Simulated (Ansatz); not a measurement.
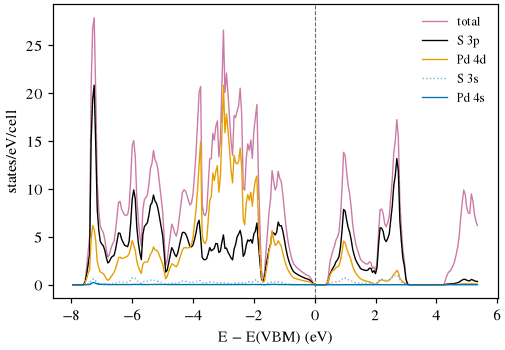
Total and projected density of states of PdS2 in space group Pbca (No. 61; Pd on 4a, S on 8c), r²SCAN in the plane-wave PAW code Ansatz

### Question
Which orbitals carry the states next to the gap?

### Answer
Top 1 eV of the valence band: S 3p 61 %, Pd 4d 34 %. Bottom 1 eV of the conduction band: S 3p 56 %, Pd 4d 34 %, S 3s 5 %. Projections are on Löwdin-orthogonalised atomic valence shells; empty p or d shells of many metals are not among them.

### Question
Where is the tallest occupied peak in this window, and what makes it?

### Answer
Near -7.2 eV, about 28 states/eV per cell; the largest projected share is S 3p.

The workflow started from a Materials Project entry (that database holds measured and hypothetical structures alike); the Crystallography Open Database files this formula in space group No. 61, but the cells were not matched. Whether it is the stable phase at ambient conditions was not checked. Symmetry was held in the r²SCAN relaxation; whether a distortion lowers the energy is not shown. No spin polarisation was allowed. A crystal of weakly bound layers computed without a dispersion correction: the cell and the soft elastic constants depend strongly on that. Spin–orbit coupling is left out wherever it is not named.

Potentials: the earlier of the program's two PAW sets.
